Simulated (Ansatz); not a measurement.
ClF2HHfO···H2

```xyz
8

Hf   -0.2449   -0.1824   -0.0270
O    -0.5123   -0.2745    1.8757
H    -0.6455   -0.3883    2.8269
F     1.6315   -0.1393   -0.4659
Cl   -1.3828    1.6770   -0.9903
F    -0.9591   -1.7811   -0.8208
H     1.3136    2.4562    1.1938
H     1.0502    2.0768    1.8051
```

Core potentials replace the inner electrons of Hf.

Method: RKS BLYP-D4/def2-SVP in Ansatz 0.2.0.

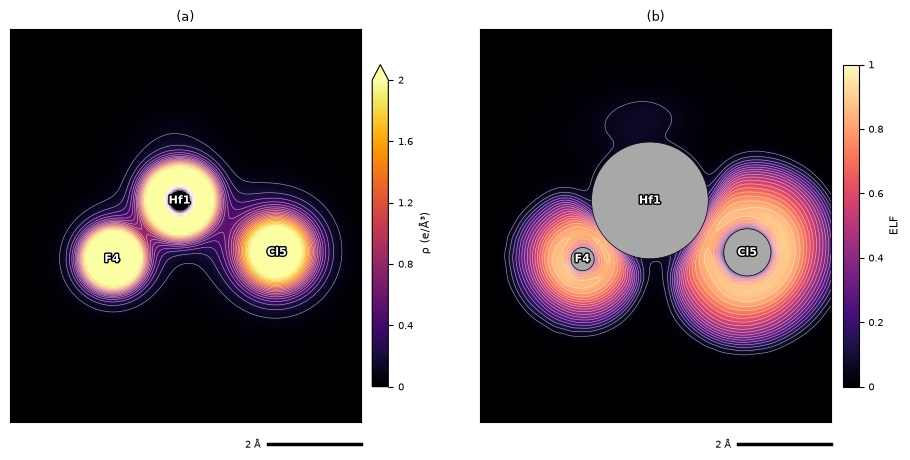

Figure 1. (a) electron density; (b) ELF on the plane of atoms F4, Hf1 and Cl5. Grey discs cover the atomic cores in the ELF map.

Read the bonding off the picture.

The plane passes through Hf, F and Cl nuclei. Hf–F (1.93 Å): the density is about 0.86 e/Å³ at the midpoint; the ELF peaks at about 0.85 in the valence shell of F, 0.6 Å from its nucleus, and drops to about 0.20 between the two atoms. Hf–Cl (2.38 Å): ρ is about 0.53 e/Å³ halfway; the ELF peaks at about 0.85 in the valence shell of Cl, 0.8 Å from its nucleus, and is about 0.35 at the midpoint.

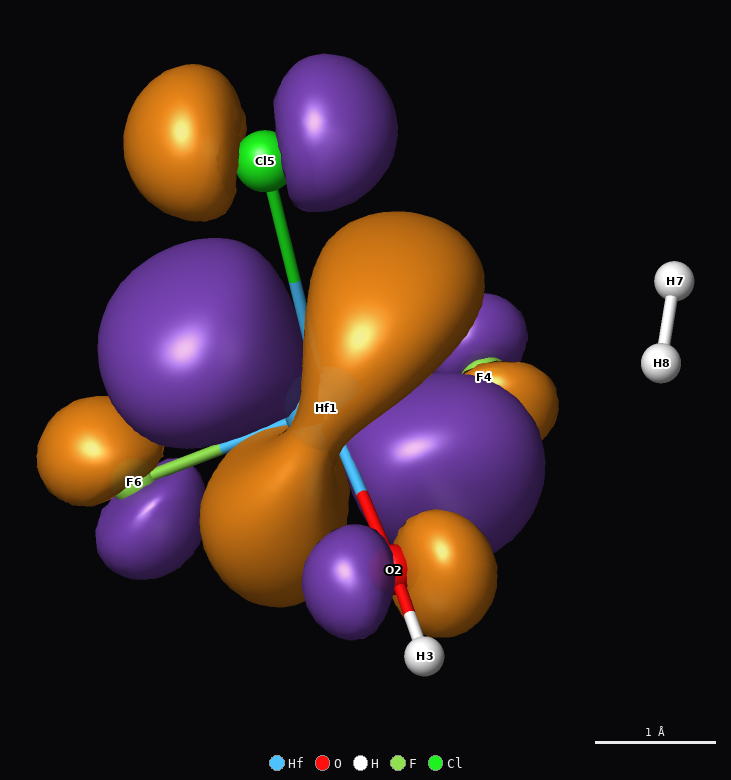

Figure 2. The LUMO at ±0.1 Å⁻³ᐟ² (orange and purple are the two phases), seen at an oblique angle.

What is the character of this orbital?

It lies mainly on Hf1 (about 70 %), Cl5 (about 10 %) and F6 (about 10 %). Its energy is −1.42 eV.

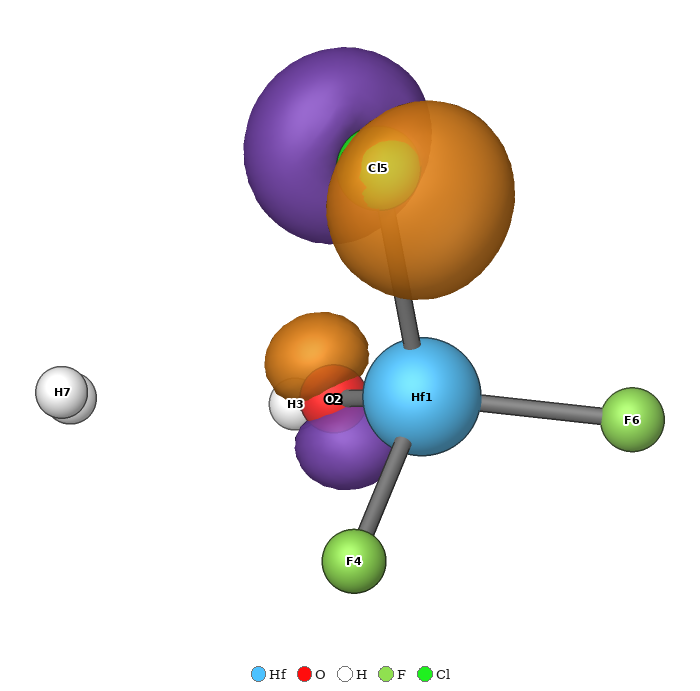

Figure 3. One frontier orbital at ±0.2 Å⁻³ᐟ² (orange and purple are the two phases), seen from one side.

Which orbital is it: HOMO or LUMO?

The HOMO, at −7.61 eV. It lies mainly on Cl5 (about 75 %) and O2 (about 15 %); largely a lone pair of Cl5.
